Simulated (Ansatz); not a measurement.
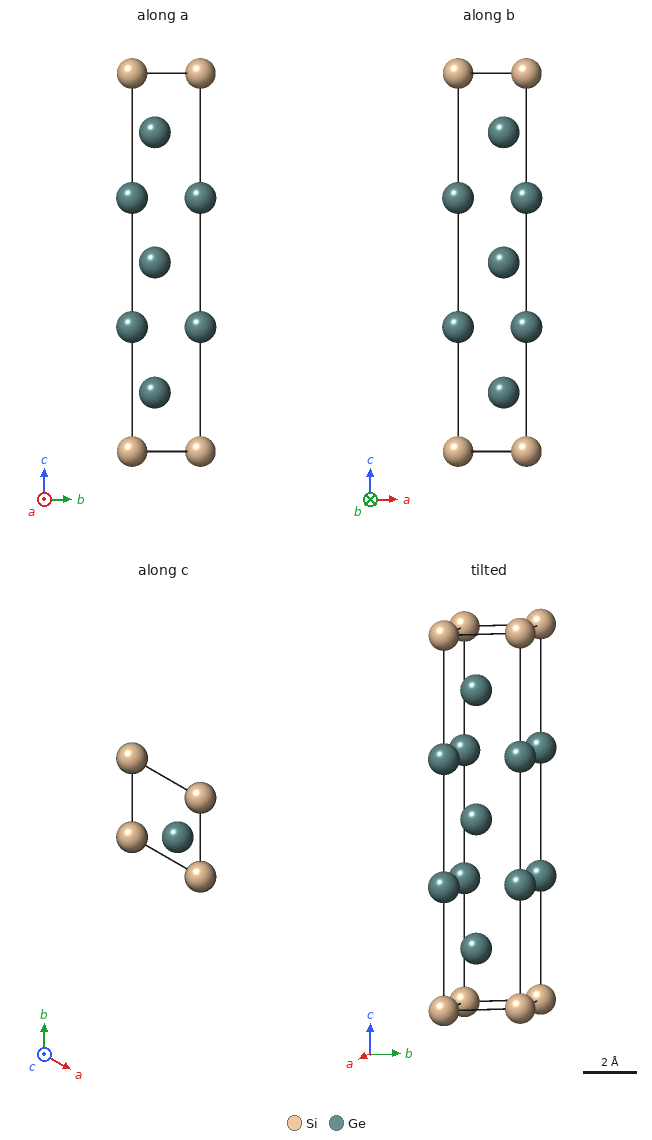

Crystal structure, spheres-only style, seen along the a axis, along the b axis, along the c axis and slightly off an axis. The wireframe shows the conventional unit cell.

Lattice parameters: a = 2.9959 Å, b = 2.9959 Å, c = 14.3516 Å, α = 90.000°, β = 90.000°, γ = 120.000°.

Q: Give the structure in the form of a CIF with its space group and independent sites, with free fractional coordinates to two decimals.

A:
```cif
data_structure
_symmetry_space_group_name_H-M 'P -6 m 2'
_symmetry_Int_Tables_number 187
_cell_length_a 2.9959
_cell_length_b 2.9959
_cell_length_c 14.3516
_cell_angle_alpha 90.000
_cell_angle_beta 90.000
_cell_angle_gamma 120.000
_cell_volume 111.55
loop_
_atom_site_label
_atom_site_type_symbol
_atom_site_symmetry_multiplicity
_atom_site_Wyckoff_symbol
_atom_site_fract_x
_atom_site_fract_y
_atom_site_fract_z
_atom_site_occupancy
Si1 Si 1 a 0.00 0.00 0.00 1
Ge1 Ge 2 i 0.6667 0.3333 0.84 1
Ge2 Ge 2 g 0.00 0.00 0.67 1
Ge3 Ge 1 f 0.6667 0.3333 0.50 1
```

The structure was taken from a structure type filled with these elements by a generator (whether the compound takes this form wasn't checked). What is shown is the relaxed result from DFT PBE, scalar-relativistic, plane waves, PAW in Ansatz.
